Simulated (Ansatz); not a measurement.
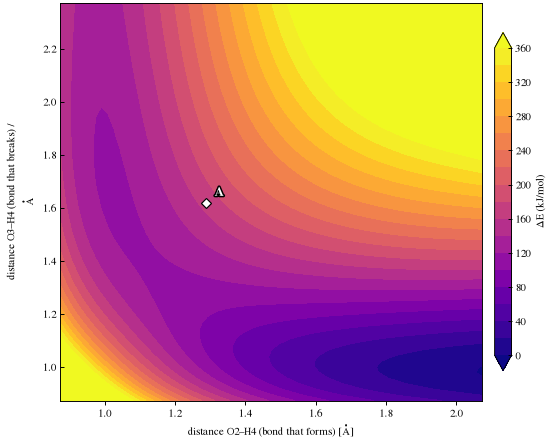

The reacting system CH5InO2 (fragments CH₅InO₂ where the first distance is long, CH₃InO + H₂O where the second is long). 
- The first coordinate is: distance O2–H4 (bond that forms); the second: distance O3–H4 (bond that breaks).
- Relaxed at each point: all other coordinates.
- The grid has 8 × 8 points.
- Points are written as (first, second).
- Energies are in kJ/mol, from the lowest grid point.
- The reference is spin-restricted, so regions where a bond is pulled apart into radicals lie too high.
- Method: RKS PBE0-D4/def2-SVP in Ansatz.

In the figure: filled contours, one colour for all values above the top of the scale, the point A. Between grid points the surface is interpolated.

### Is A at rest? If not, where is it pushed?

A, at (1.289 Å, 1.618 Å), is not a stationary point. The computed force is 270 kJ/mol for each Å towards smaller values of the first coordinate and 158 kJ/mol for each Å towards smaller values of the second coordinate.
